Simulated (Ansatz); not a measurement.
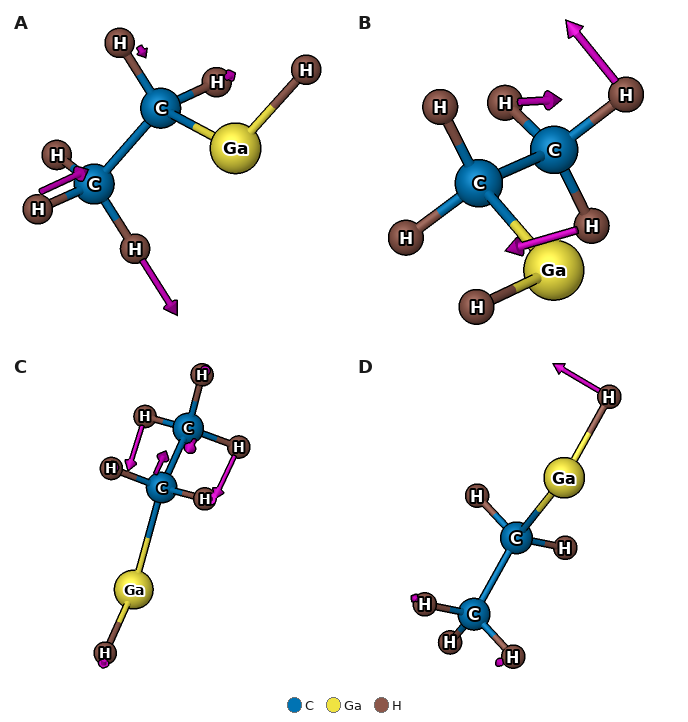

4 normal modes of one molecule or complex, as arrows. Charge 0, doublet. Harmonic vibrations computed with UKS PBE0-D4/def2-TZVP (Ansatz 0.2.0) at a stationary point of the same level.

**Match the panels to the wavenumbers 135 cm⁻¹, 1056 cm⁻¹, 1488 cm⁻¹, 3116 cm⁻¹.**

A: 3116 cm⁻¹, out-of-phase stretching of 2 C–H bonds
B: 1488 cm⁻¹, H–C–H bending
C: 1056 cm⁻¹
D: 135 cm⁻¹, a torsion or out-of-plane motion in which bond lengths and bond angles hardly change
